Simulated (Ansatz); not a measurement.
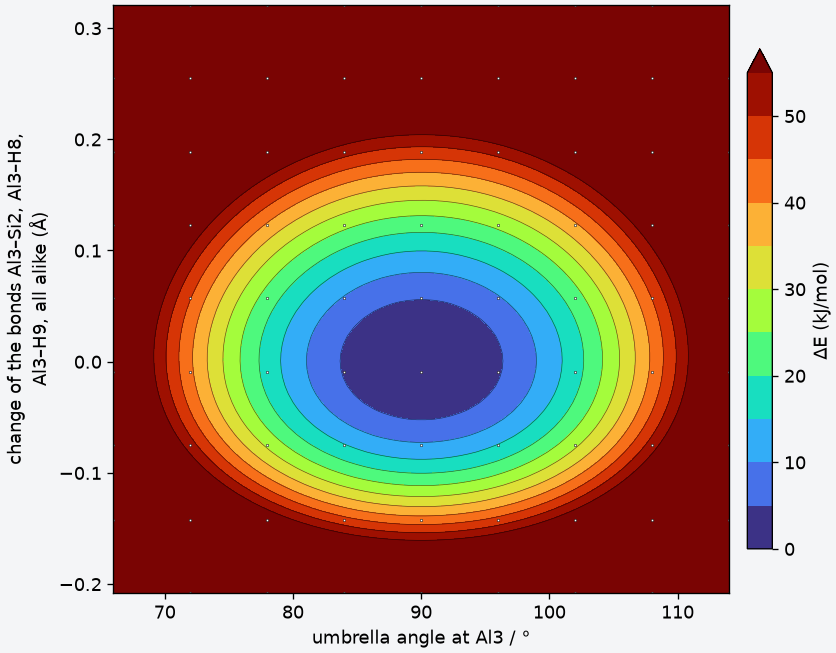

CH₆AlSi, SMILES C[SiH+][AlH2], charge +1. First axis: umbrella angle at Al3 (between each of its bonds and their common axis; 90 is planar). Second axis: change of the bonds Al3–Si2, Al3–H8, Al3–H9, all alike. Nothing is relaxed (all other coordinates rigid). The scan uses a 9 × 9 grid. Points are written as (first, second). Energies: kJ/mol, counted from the relaxed molecule at the same level. Level of theory: RKS r2SCAN-D4/def2-TZVP (Ansatz 0.2.0).

In the figure: filled contours, dots at the grid points, one colour for all values above the top of the scale. Between grid points the surface is interpolated.

### Estimate the position of the minimum and the force constants in these coordinates.

The interpolated minimum is at the first coordinate ≈ 90.0°, the second coordinate ≈ 0.000 Å. The curvatures there are about 8.4 eV/rad² and 36 eV/Å², with a cross term of about 0 eV/(rad·Å). Round the minimum the two coordinates are nearly uncoupled. (1 eV is 96.5 kJ/mol.)
